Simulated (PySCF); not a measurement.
The calculation's input:

```
{"job": {"kind": "nmr", "xc": "PBE0", "basis": "pcSseg-1"}, "charge": 0, "multiplicity": 1}
N      2.517697     0.380876     0.206995
C      1.442697    -0.534034    -0.117402
C      0.137823     0.139880    -0.545605
F      0.408885     0.848934    -1.725408
C     -1.041917    -0.827929    -0.745284
C     -1.909644    -0.434692     0.467836
Si    -0.854024     1.126120     0.793466
H      2.711434     0.970546    -0.596375
H      2.243291     0.988372     0.972940
H      1.238998    -1.154362     0.759518
H      1.793276    -1.181526    -0.928539
H     -1.542675    -0.600248    -1.685107
H     -0.743109    -1.875956    -0.760136
H     -2.959916    -0.298728     0.222658
H     -1.856997    -1.179480     1.260072
H     -0.213167     1.247740     2.102924
H     -1.379653     2.396516     0.307537
```

Launched as:

```sh
OMP_NUM_THREADS=1 python probes_run.py task.json out
```

Geometry: GFN2-xTB.

These are results of PBE0/pcSseg-1, SCF density, gas phase, non-relativistic (PySCF 2.14.0), not measurements.

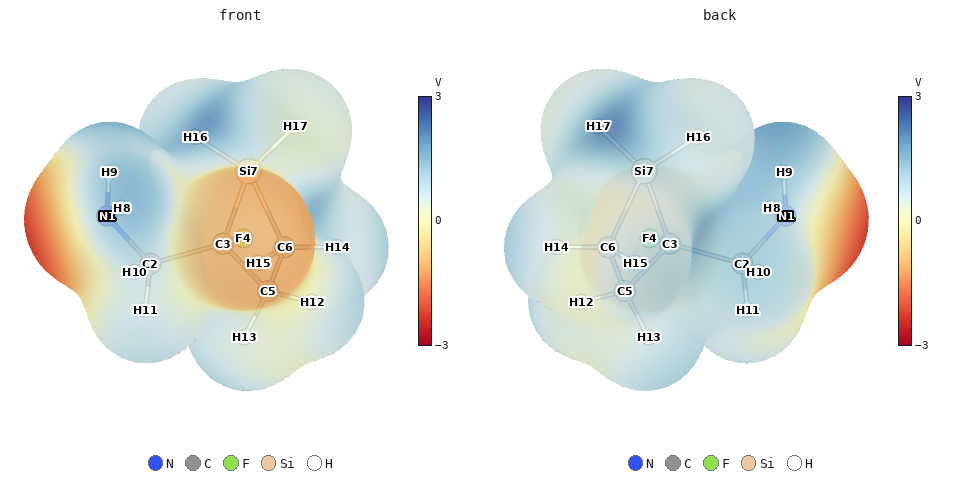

C₄H₁₀FNSi. The molecular electrostatic potential painted on the density surface at 0.004 e/bohr³, seen from the front and from behind; the colour scale runs from red (negative) to blue (positive).

Where is the surface potential most negative and most positive?

The most negative region (about −2.2 V) lies over N1, the most positive (about +2.1 V) over Si7. N1 is the likeliest acceptor of a hydrogen bond.

How polar is the molecule by this calculation?

Its dipole moment is 2.02 D.
